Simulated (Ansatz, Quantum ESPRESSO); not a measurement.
# 2H-NbSTe, 1 layer: response to a perpendicular field, part 4 of 7

Aim: how 2H-NbSTe, 1 layer screens a field along its normal, and what the field does to its bands.

Quantum ESPRESSO 7.5; plane-wave DFT, RPBE, GBRV ultrasoft pseudopotentials made under PBE; geometry and cross-check by Ansatz 0.2.0 with PAW datasets.

So far. Step 6 (Ground state: field 0.1 V/Å): The dipole goes from -0.0403 to -0.0066 e Å, 0.3364 e Å per V/Å. Step 7 (Electrostatic potential): The slope in the vacuum is 0.100 eV/Å for an applied 0.10 V/Å, as it should be.

### 8. Self-consistent run: field 0.2 V/Å

f2.in reads:

```
&control
  prefix = 'f2'
  outdir = './out'
  pseudo_dir = './pseudo'
  calculation = 'scf'
  tprnfor = .true.
  tefield = .true.
  dipfield = .true.
/
&system
  ibrav = 0
  nat = 3
  ntyp = 3
  ecutwfc = 40
  ecutrho = 200
  input_dft = 'rpbe'
  occupations = 'smearing'
  smearing = 'fd'
  degauss = 0.004
  edir = 3
  emaxpos = 0.97
  eopreg = 0.04
  eamp = 0.00388938
/
&electrons
  conv_thr = 1e-09
  mixing_beta = 0.4
  electron_maxstep = 120
  mixing_mode = 'plain'
  startingpot = 'file'
/
ATOMIC_SPECIES
  Te  127.6000  te_pbe_v1.uspp.F.UPF
  Nb  92.9064  nb_pbe_v1.uspp.F.UPF
  S   32.0600  s_pbe_v1.4.uspp.F.UPF
CELL_PARAMETERS angstrom
  3.53190124983176 0.00000000000000 -0.00000000000000
  -1.76595062491588 3.05871620601231 0.00000000000000
  -0.00000000000000 0.00000000000000 20.42899426260000
ATOMIC_POSITIONS crystal
  Te  0.333333333333 0.666666666667 0.417425539445
  Nb  0.000000000000 -0.000000000000 0.513359579975
  S   0.333333333333 0.666666666667 0.581986021980
K_POINTS automatic
  12 12 1 0 0 0
```

Launch:

```bash
> cp -r out/f0.save out/f2.save
> OMP_NUM_THREADS=1 mpirun -n 4 pw.x -nk 4 -in f2.in > f2.out
```

The program printed:

```text
[banner, memory and clock lines left out]
Program PWSCF v.7.5 starts
[...]
number of electrons       =        25.00
     number of Kohn-Sham states=           17
     kinetic-energy cutoff     =      40.0000  Ry
     charge density cutoff     =     200.0000  Ry
[...]
number of k points=    74  Fermi-Dirac smearing, width (Ry)=  0.0040
[...]
Dense  grid:    70913 G-vectors     FFT dimensions: (  32,  32, 180)
[...]
The initial density is read from file :
[...]
negative rho (up, down):  2.717E-03 0.000E+00
[...]
Starting wfcs are   21 randomized atomic wfcs
[...]
negative rho (up, down):  2.699E-03 0.000E+00
[...]
estimated scf accuracy    <       0.05696780 Ry
[...]
negative rho (up, down):  2.716E-03 0.000E+00
[...]
estimated scf accuracy    <       1.15561985 Ry
[...]
negative rho (up, down):  2.708E-03 0.000E+00
[...]
estimated scf accuracy    <       0.00281908 Ry
[...]
negative rho (up, down):  2.706E-03 0.000E+00
[...]
estimated scf accuracy    <       0.00033687 Ry
[...]
negative rho (up, down):  2.707E-03 0.000E+00
[...]
estimated scf accuracy    <       0.00008643 Ry
[...]
negative rho (up, down):  2.707E-03 0.000E+00
[...]
estimated scf accuracy    <       0.00000567 Ry
[...]
negative rho (up, down):  2.707E-03 0.000E+00
[...]
estimated scf accuracy    <       0.00000076 Ry
[...]
negative rho (up, down):  2.707E-03 0.000E+00
[...]
estimated scf accuracy    <       0.00000124 Ry
[...]
negative rho (up, down):  2.707E-03 0.000E+00
[...]
estimated scf accuracy    <       0.00000001 Ry
[...]
negative rho (up, down):  2.707E-03 0.000E+00
[...]
estimated scf accuracy    <          3.6E-09 Ry
[...]
negative rho (up, down):  2.707E-03 0.000E+00
[...]
Computed dipole along edir(3) :
        Dipole                0.0513 Ry au,          0.1303 Debye
        Dipole field          0.0004 Ry au,
        E field amplitude [Ha a.u.]:  3.8894E-03
        Potential amp.        0.2562 Ry
        Total length         37.0610 bohr
[...]
the Fermi energy is    -0.5621 ev
!    total energy              =    -168.77820190 Ry
     estimated scf accuracy    <          1.8E-10 Ry
     smearing contrib. (-TS)   =      -0.00289872 Ry
     internal energy E=F+TS    =    -168.77530317 Ry
[...]
one-electron contribution =    -832.24362926 Ry
     hartree contribution      =     416.71215522 Ry
     xc contribution           =     -41.41842768 Ry
     ewald contribution        =     288.17497516 Ry
     electric field correction =      -0.00037661 Ry
     convergence has been achieved in  11 iterations
     negative rho (up, down):  2.707E-03 0.000E+00
[...]
Total force =     0.008905     Total SCF correction =     0.000023
[...]
```

Elapsed: 40 s, on 4 MPI ranks of Intel Xeon Platinum 8488C (Sapphire Rapids), shared host; peak memory 0.71 GiB.

This step gave:

| Quantity | Value |
| --- | --- |
| free energy | -2296.3444 eV |
| energy at zero smearing | -2296.3247 eV |
| Fermi energy | -0.5621 eV |
| dipole along the normal | 0.02713 e·Å |

The dipole goes from -0.0403 to 0.0271 e Å, 0.3370 e Å per V/Å.

### 9. Electrostatic potential

f2.pot.in reads:

```
&inputpp
  prefix = 'f2'
  outdir = './out'
  filplot = 'f2.pot.dat'
  plot_num = 11
/
```

Launch:

```bash
> OMP_NUM_THREADS=1 mpirun -n 4 pp.x -in f2.pot.in > f2.pot.out
```

Wall time 1.7 s (4 MPI ranks); peak memory 0.11 GiB; 5.8 s of CPU time.

This step gave:

```
slope of the potential above                                          : 0.2000 eV/Å
upper vacuum line continued to the top atoms, over the Fermi level    : 5.282 eV
slope of the potential below                                          : 0.1999 eV/Å
lower vacuum line continued to the bottom atoms, over the Fermi level : 5.063 eV
```

The slope in the vacuum is 0.200 eV/Å for an applied 0.20 V/Å, as it should be.

### 10. Bands along a path: field 0.2 V/Å

f2.bands.in reads:

```
&control
  prefix = 'f2.bands'
  outdir = './out'
  pseudo_dir = './pseudo'
  calculation = 'bands'
  tefield = .true.
  dipfield = .true.
/
&system
  ibrav = 0
  nat = 3
  ntyp = 3
  ecutwfc = 40
  ecutrho = 200
  input_dft = 'rpbe'
  occupations = 'smearing'
  smearing = 'fd'
  degauss = 0.004
  edir = 3
  emaxpos = 0.97
  eopreg = 0.04
  eamp = 0.00388938
  nbnd = 18
/
&electrons
  conv_thr = 1e-07
  mixing_beta = 0.4
  electron_maxstep = 120
  mixing_mode = 'local-TF'
/
ATOMIC_SPECIES
  Te  127.6000  te_pbe_v1.uspp.F.UPF
  Nb  92.9064  nb_pbe_v1.uspp.F.UPF
  S   32.0600  s_pbe_v1.4.uspp.F.UPF
CELL_PARAMETERS angstrom
  3.53190124983176 0.00000000000000 -0.00000000000000
  -1.76595062491588 3.05871620601231 0.00000000000000
  -0.00000000000000 0.00000000000000 20.42899426260000
ATOMIC_POSITIONS crystal
  Te  0.333333333333 0.666666666667 0.417425539445
  Nb  0.000000000000 -0.000000000000 0.513359579975
  S   0.333333333333 0.666666666667 0.581986021980
K_POINTS crystal_b
4
  0.0000000000 0.0000000000 0.0000000000 14
  0.5000000000 0.0000000000 0.0000000000 14
  0.3333333333 0.3333333333 0.0000000000 14
  0.0000000000 0.0000000000 0.0000000000 1
```

Launch:

```bash
> cp -r out/f2.save out/f2.bands.save
> cp out/f2.xml out/f2.bands.xml
> OMP_NUM_THREADS=1 mpirun -n 4 pw.x -nk 4 -in f2.bands.in > f2.bands.out
```

The program printed:

```text
[banner, memory and clock lines left out]
Program PWSCF v.7.5 starts
[citation notice left out]

[...]
bravais-lattice index     =            0
     lattice parameter (alat)  =       6.6743  a.u.
     unit-cell volume          =    1489.3313 (a.u.)^3
     number of atoms/cell      =            3
     number of atomic types    =            3
     number of electrons       =        25.00
     number of Kohn-Sham states=           18
     kinetic-energy cutoff     =      40.0000  Ry
     charge density cutoff     =     200.0000  Ry
     Exchange-correlation= RPBE
                           (   1   4  44   4   0   0   0)

[...]
PseudoPot. # 1 for Te read from file:
     ./pseudo/te_pbe_v1.uspp.F.UPF
     Pseudo is Ultrasoft + core correction, Zval =  6.0
     Generated by new atomic code, or converted to UPF format
     Using radial grid of  891 points,  5 beta functions with:
                l(1) =   0
                l(2) =   0
                l(3) =   1
                l(4) =   1
                l(5) =   2
     Q(r) pseudized with  6 coefficients,  rinner =    1.800   1.800   1.800
                                                       1.800   1.800

     PseudoPot. # 2 for Nb read from file:
     ./pseudo/nb_pbe_v1.uspp.F.UPF
     Pseudo is Ultrasoft + core correction, Zval = 13.0
     Generated by new atomic code, or converted to UPF format
     Using radial grid of  887 points,  6 beta functions with:
                l(1) =   0
                l(2) =   0
                l(3) =   1
                l(4) =   1
                l(5) =   2
                l(6) =   2
     Q(r) pseudized with  6 coefficients,  rinner =    1.000   1.000   1.000
                                                       1.000   1.000

     PseudoPot. # 3 for S  read from file:
     ./pseudo/s_pbe_v1.4.uspp.F.UPF
     Pseudo is Ultrasoft + core correction, Zval =  6.0
     Generated by new atomic code, or converted to UPF format
     Using radial grid of  907 points,  6 beta functions with:
                l(1) =   0
                l(2) =   0
                l(3) =   1
                l(4) =   1
                l(5) =   2
                l(6) =   2
     Q(r) pseudized with  8 coefficients,  rinner =    1.300   1.300   1.300
                                                       1.300   1.300

     atomic species   valence    mass     pseudopotential
     Te                6.00   127.60000     Te( 1.00)
     Nb               13.00    92.90640     Nb( 1.00)
     S                 6.00    32.06000     S ( 1.00)

     No symmetry found

[...]
number of k points=    43  Fermi-Dirac smearing, width (Ry)=  0.0040
[...]
Dense  grid:    70913 G-vectors     FFT dimensions: (  32,  32, 180)

     Smooth grid:    51089 G-vectors     FFT dimensions: (  27,  27, 160)

     The potential is recalculated from file :
     ./out/f2.bands.save/charge-density

     negative rho (up, down):  2.707E-03 0.000E+00

     Adding external electric field

     Computed dipole along edir(3) :
        Dipole                0.0513 Ry au,          0.1303 Debye
        Dipole field          0.0004 Ry au,

        E field amplitude [Ha a.u.]:  3.8894E-03
        Potential amp.        0.2562 Ry
        Total length         37.0610 bohr

     Starting wfcs are   21 randomized atomic wfcs

     Band Structure Calculation
     Davidson diagonalization with overlap

     ethr =  4.00E-10,  avg # of iterations = 38.4

     End of band structure calculation

          k = 0.0000 0.0000 0.0000 (  6401 PWs)   bands (ev):

   -55.8060 -31.8827 -31.7830 -31.7830 -13.8259 -12.3973  -5.5315  -3.4278
    -3.4278  -2.5396  -1.0675  -1.0675   0.3746   2.2175   2.2175   2.6823
     2.6823   2.7655

          k = 0.0357 0.0206 0.0000 (  6401 PWs)   bands (ev):

   -55.8058 -31.8822 -31.7856 -31.7836 -13.8143 -12.3861  -5.5145  -3.4710
    -3.4227  -2.5240  -1.1049  -1.0842   0.3568   2.1949   2.2412   2.5805
     2.6596   2.8028

[...]
```

Elapsed: 15 s, on 4 MPI ranks; peak memory 0.36 GiB; 61 s of CPU time.

Band numbers count within the set of bands kept for display. The electronic bands at the labelled points (eV, zero at the Fermi level; # counts the bands kept):

```csv
point,#3,#4,#5,#6,#7,#8,#9,#10
Γ,-2.87,-1.98,-0.51,-0.51,0.94,2.78,2.78,3.24
M,-3.52,-3.00,-1.55,-0.61,-0.23,2.22,2.30,3.29
K,-3.70,-3.32,-2.83,-1.61,0.19,1.51,2.85,3.30
Γ,-2.87,-1.98,-0.51,-0.51,0.94,2.78,2.78,3.24
```

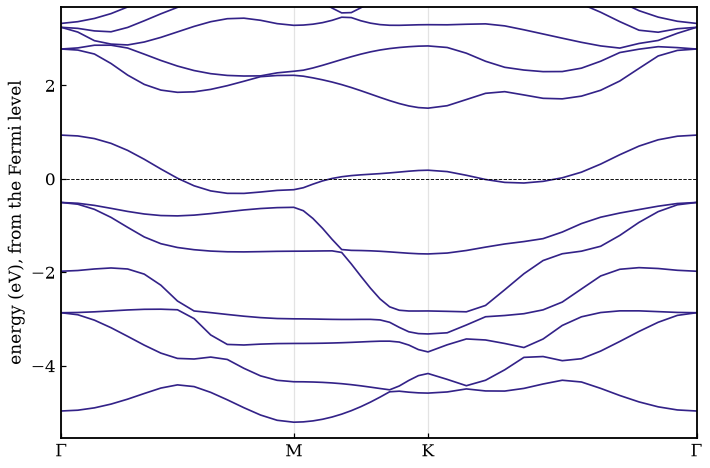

Electronic bands along the path.

Upper empty bands that drop with the field can be states of the vacuum, held by the sawtooth; they depend on the cell's width.

### 11. SCF with pw.x: field 0.3 V/Å

f3.in is the input of step 8 with these lines changed:

```diff
@@ -1,3 +1,3 @@
 &control
-  prefix = 'f2'
+  prefix = 'f3'
   outdir = './out'
@@ -22,3 +22,3 @@
   eopreg = 0.04
-  eamp = 0.00388938
+  eamp = 0.00583407
 /
```

Launch:

```bash
> cp -r out/f0.save out/f3.save
> OMP_NUM_THREADS=1 mpirun -n 4 pw.x -nk 4 -in f3.in > f3.out
```

The program printed:

```text
[banner, memory and clock lines left out]
Program PWSCF v.7.5 starts
[...]
number of electrons       =        25.00
     number of Kohn-Sham states=           17
     kinetic-energy cutoff     =      40.0000  Ry
     charge density cutoff     =     200.0000  Ry
[...]
number of k points=    74  Fermi-Dirac smearing, width (Ry)=  0.0040
[...]
Dense  grid:    70913 G-vectors     FFT dimensions: (  32,  32, 180)
[...]
The initial density is read from file :
[...]
negative rho (up, down):  2.717E-03 0.000E+00
[...]
Starting wfcs are   21 randomized atomic wfcs
[...]
negative rho (up, down):  2.681E-03 0.000E+00
[...]
estimated scf accuracy    <       0.12848086 Ry
[...]
negative rho (up, down):  2.707E-03 0.000E+00
[...]
estimated scf accuracy    <       2.93346220 Ry
[...]
negative rho (up, down):  2.689E-03 0.000E+00
[...]
estimated scf accuracy    <       0.01156631 Ry
[...]
negative rho (up, down):  2.690E-03 0.000E+00
[...]
estimated scf accuracy    <       0.00150037 Ry
[...]
negative rho (up, down):  2.692E-03 0.000E+00
[...]
estimated scf accuracy    <       0.00040523 Ry
[...]
negative rho (up, down):  2.695E-03 0.000E+00
[...]
estimated scf accuracy    <       0.00001566 Ry
[...]
negative rho (up, down):  2.697E-03 0.000E+00
[...]
estimated scf accuracy    <       0.00000374 Ry
[...]
negative rho (up, down):  2.699E-03 0.000E+00
[...]
estimated scf accuracy    <       0.00000488 Ry
[...]
negative rho (up, down):  2.699E-03 0.000E+00
[...]
estimated scf accuracy    <       0.00000054 Ry
[...]
negative rho (up, down):  2.700E-03 0.000E+00
[...]
estimated scf accuracy    <       0.00000003 Ry
[...]
negative rho (up, down):  2.700E-03 0.000E+00
[...]
estimated scf accuracy    <          3.5E-09 Ry
[...]
negative rho (up, down):  2.700E-03 0.000E+00
[...]
Computed dipole along edir(3) :
        Dipole                0.1152 Ry au,          0.2929 Debye
        Dipole field          0.0010 Ry au,
        E field amplitude [Ha a.u.]:  5.8341E-03
        Potential amp.        0.3604 Ry
        Total length         37.0610 bohr
[...]
the Fermi energy is    -0.5620 ev
!    total energy              =    -168.77852548 Ry
     estimated scf accuracy    <          4.0E-10 Ry
     smearing contrib. (-TS)   =      -0.00290690 Ry
     internal energy E=F+TS    =    -168.77561859 Ry
[...]
one-electron contribution =    -832.19445187 Ry
     hartree contribution      =     416.66272675 Ry
     xc contribution           =     -41.41763627 Ry
     ewald contribution        =     288.17497516 Ry
     electric field correction =      -0.00123235 Ry
     convergence has been achieved in  12 iterations
     negative rho (up, down):  2.700E-03 0.000E+00
[...]
Total force =     0.008663     Total SCF correction =     0.000095
[...]
```

Run time: 43 s. Hardware: 4 MPI ranks; peak memory 0.76 GiB.

Read from the output:

```
free energy             : -2296.3488 eV
energy at zero smearing : -2296.3290 eV
Fermi energy            : -0.562 eV
dipole along the normal : 0.06098 e·Å
```

The dipole goes from -0.0403 to 0.0610 e Å, 0.3375 e Å per V/Å.

### 12. Electrostatic potential

f3.pot.in reads:

```
&inputpp
  prefix = 'f3'
  outdir = './out'
  filplot = 'f3.pot.dat'
  plot_num = 11
/
```

Launch:

```bash
> OMP_NUM_THREADS=1 mpirun -n 4 pp.x -in f3.pot.in > f3.pot.out
```

Wall time 1.8 s (4 MPI ranks); peak memory 0.11 GiB; 6.2 s of CPU time.

Numbers from this step:

* slope of the potential above: 0.3000 eV/Å
* upper vacuum line continued to the top atoms, over the Fermi level: 5.188 eV
* slope of the potential below: 0.2999 eV/Å
* lower vacuum line continued to the bottom atoms, over the Fermi level: 5.200 eV

The slope in the vacuum is 0.300 eV/Å for an applied 0.30 V/Å, as it should be.

Each curve counts from the Fermi level of its own run.

The potential energy (potential at 0 V/Å) oscillates, so the rows of the table below give means over windows of 2.5 Å about each position, cut where the curve ends. Its maxima inside the range that stand out by 2 % of the span (Å: eV): 8.5: 21.9, 11.3: -7.27. Its minima: 7.6: 0.830, 10.4: -22.1, 11.8: -10.8.

The runs together. The potential energy by z; means over each step:

```csv
z (Å),potential at 0 V/Å (eV),potential at 0.1 V/Å (eV),potential at 0.2 V/Å (eV),potential at 0.3 V/Å (eV)
0.0,4.81,4.19,3.56,2.94
2.5,4.80,4.33,3.86,3.39
5.0,4.78,4.56,4.34,4.12
7.5,8.06,8.03,8.00,7.97
10.0,-7.22,-7.22,-7.23,-7.23
12.5,-1.92,-1.90,-1.87,-1.84
15.0,5.46,5.67,5.89,6.11
17.5,5.47,5.94,6.40,6.87
20.0,5.40,5.93,6.45,6.98
```

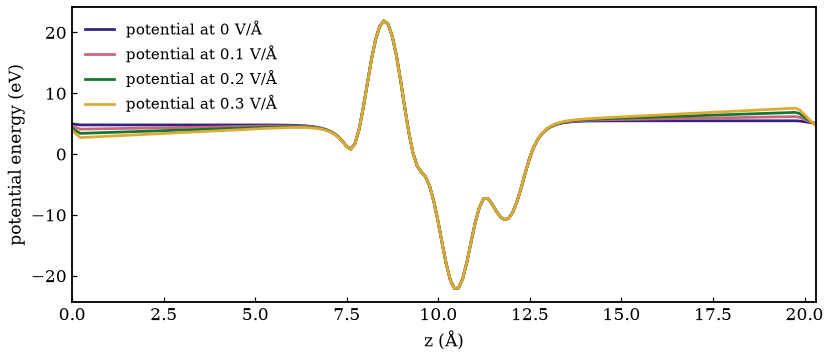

Potential energy against z.

### 13. Bands along a path: field 0.3 V/Å

f3.bands.in is the input of step 10 with these lines changed:

```diff
@@ -1,3 +1,3 @@
 &control
-  prefix = 'f2.bands'
+  prefix = 'f3.bands'
   outdir = './out'
@@ -21,3 +21,3 @@
   eopreg = 0.04
-  eamp = 0.00388938
+  eamp = 0.00583407
   nbnd = 18
```

Launch:

```bash
> cp -r out/f3.save out/f3.bands.save
> cp out/f3.xml out/f3.bands.xml
> OMP_NUM_THREADS=1 mpirun -n 4 pw.x -nk 4 -in f3.bands.in > f3.bands.out
```

The program printed:

```text
[banner, memory and clock lines left out]
Program PWSCF v.7.5 starts
[citation notice left out]

[...]
bravais-lattice index     =            0
     lattice parameter (alat)  =       6.6743  a.u.
     unit-cell volume          =    1489.3313 (a.u.)^3
     number of atoms/cell      =            3
     number of atomic types    =            3
     number of electrons       =        25.00
     number of Kohn-Sham states=           18
     kinetic-energy cutoff     =      40.0000  Ry
     charge density cutoff     =     200.0000  Ry
     Exchange-correlation= RPBE
                           (   1   4  44   4   0   0   0)

[...]
PseudoPot. # 1 for Te read from file:
     ./pseudo/te_pbe_v1.uspp.F.UPF
     Pseudo is Ultrasoft + core correction, Zval =  6.0
     Generated by new atomic code, or converted to UPF format
     Using radial grid of  891 points,  5 beta functions with:
                l(1) =   0
                l(2) =   0
                l(3) =   1
                l(4) =   1
                l(5) =   2
     Q(r) pseudized with  6 coefficients,  rinner =    1.800   1.800   1.800
                                                       1.800   1.800

     PseudoPot. # 2 for Nb read from file:
     ./pseudo/nb_pbe_v1.uspp.F.UPF
     Pseudo is Ultrasoft + core correction, Zval = 13.0
     Generated by new atomic code, or converted to UPF format
     Using radial grid of  887 points,  6 beta functions with:
                l(1) =   0
                l(2) =   0
                l(3) =   1
                l(4) =   1
                l(5) =   2
                l(6) =   2
     Q(r) pseudized with  6 coefficients,  rinner =    1.000   1.000   1.000
                                                       1.000   1.000

     PseudoPot. # 3 for S  read from file:
     ./pseudo/s_pbe_v1.4.uspp.F.UPF
     Pseudo is Ultrasoft + core correction, Zval =  6.0
     Generated by new atomic code, or converted to UPF format
     Using radial grid of  907 points,  6 beta functions with:
                l(1) =   0
                l(2) =   0
                l(3) =   1
                l(4) =   1
                l(5) =   2
                l(6) =   2
     Q(r) pseudized with  8 coefficients,  rinner =    1.300   1.300   1.300
                                                       1.300   1.300

     atomic species   valence    mass     pseudopotential
     Te                6.00   127.60000     Te( 1.00)
     Nb               13.00    92.90640     Nb( 1.00)
     S                 6.00    32.06000     S ( 1.00)

     No symmetry found

[...]
number of k points=    43  Fermi-Dirac smearing, width (Ry)=  0.0040
[...]
Dense  grid:    70913 G-vectors     FFT dimensions: (  32,  32, 180)

     Smooth grid:    51089 G-vectors     FFT dimensions: (  27,  27, 160)

     The potential is recalculated from file :
     ./out/f3.bands.save/charge-density

     negative rho (up, down):  2.700E-03 0.000E+00

     Adding external electric field

     Computed dipole along edir(3) :
        Dipole                0.1152 Ry au,          0.2929 Debye
        Dipole field          0.0010 Ry au,

        E field amplitude [Ha a.u.]:  5.8341E-03
        Potential amp.        0.3604 Ry
        Total length         37.0610 bohr

     Starting wfcs are   21 randomized atomic wfcs

     Band Structure Calculation
     Davidson diagonalization with overlap

     ethr =  4.00E-10,  avg # of iterations = 38.7

     End of band structure calculation

          k = 0.0000 0.0000 0.0000 (  6401 PWs)   bands (ev):

   -55.8085 -31.8856 -31.7851 -31.7851 -13.8230 -12.4045  -5.5314  -3.4262
    -3.4262  -2.5522  -1.0706  -1.0706   0.3825   2.2180   2.2180   2.4065
     2.6762   2.6762

          k = 0.0357 0.0206 0.0000 (  6401 PWs)   bands (ev):

   -55.8083 -31.8851 -31.7878 -31.7857 -13.8114 -12.3933  -5.5144  -3.4695
    -3.4211  -2.5363  -1.1083  -1.0874   0.3644   2.1950   2.2418   2.4161
     2.5998   2.6534

[...]
```

The job ended after 16 s (4 MPI ranks; peak memory 0.36 GiB; 62 s of CPU time).

Band numbers count within the set of bands kept for display. The electronic bands at the labelled points (eV, zero at the Fermi level; # counts the bands kept):

```csv
point,#3,#4,#5,#6,#7,#8,#9,#10
Γ,-2.86,-1.99,-0.51,-0.51,0.94,2.78,2.78,2.97
M,-3.52,-2.99,-1.56,-0.62,-0.23,2.21,2.30,3.28
K,-3.71,-3.32,-2.83,-1.61,0.18,1.51,2.84,3.30
Γ,-2.86,-1.99,-0.51,-0.51,0.94,2.78,2.78,2.97
```

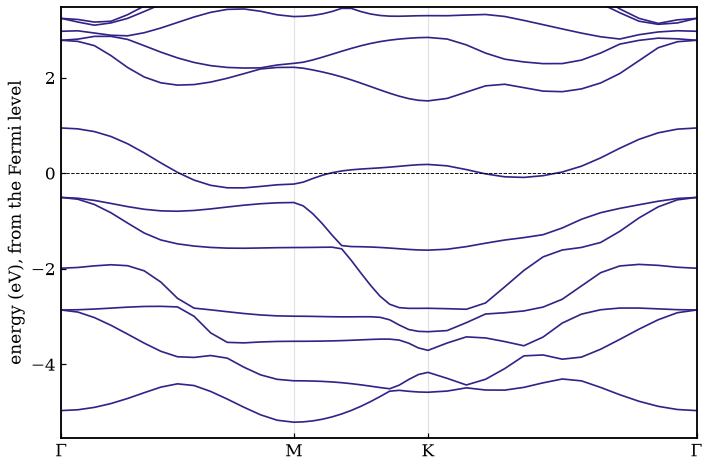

Electronic bands along the path.

Upper empty bands that drop with the field can be states of the vacuum, held by the sawtooth; they depend on the cell's width.

[end of part 4 of 7]

[Logs are printed without paths, hosts, clocks, repeated set-up lines and the standing remarks that a program may print on its own settings, such as how far it seeks lower states.]

[Hosts, paths, dates, database ids (printed as entryN), source tags and the programs' standing remarks are cut or masked in the printed files.]

[Maps of the electrostatic potential energy from Ansatz leave out the sawtooth potential of an applied field or a dipole correction, so their vacuum need not be flat; planar profiles and work functions include it.]
